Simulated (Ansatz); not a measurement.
The calculation's input:

```
crystal:
  periodic: [false, false, false]
  atoms:
    - { symbol: Si, position_ang: [-0.095585, 0.206869, 0.182136] }
    - { symbol: "N", position_ang: [-0.053069, 0.083716, 1.975758] }
    - { symbol: H, position_ang: [-0.959581, 0.159005, 2.430712] }
    - { symbol: H, position_ang: [0.575852, 0.749624, 2.418154] }
    - { symbol: H, position_ang: [1.288844, 0.314853, -0.321365] }
    - { symbol: H, position_ang: [-0.819216, 1.443271, -0.263803] }
    - { symbol: H, position_ang: [-0.869716, -0.930159, -0.372518] }
    - { symbol: O, position_ang: [1.344063, -2.231897, 0.756656] }
    - { symbol: H, position_ang: [0.704116, -2.940817, 0.59786] }
    - { symbol: H, position_ang: [1.056991, -1.843766, 1.619411] }
basis:
  gaussian: { orbitals: "6-31G*" }
hamiltonian:
  xc: b3lyp
relax:
  f_tol: 0.03
  max_steps: 50
output:
  orbitals: {}
```

Run with:

```sh
ansatz run input.yaml --threads 1 --pin off --max-ram 2048MiB --backend cpu --events-out ev --progress --plain --runs-dir out
```

The fields are those of the run's last geometry, not of the input's.

Computed with RKS B3LYP/6-31G* in Ansatz.

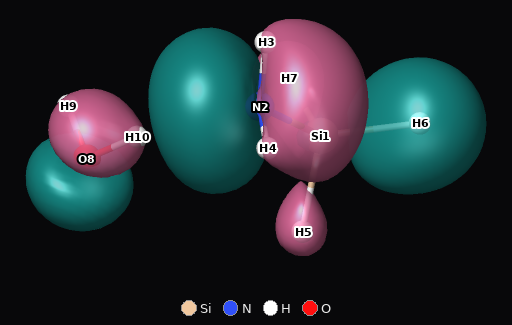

H₅NSi···H₂O. The HOMO−1 at ±0.08 Å⁻³ᐟ² (teal and pink are the two phases), seen from one side.

Question: Describe this orbital and give its energy.

Answer: Its weight (Hirshfeld) is mainly on N2 (about 55 %), O8 (about 10 %) and H6 (about 10 %). Its energy is −7.47 eV.
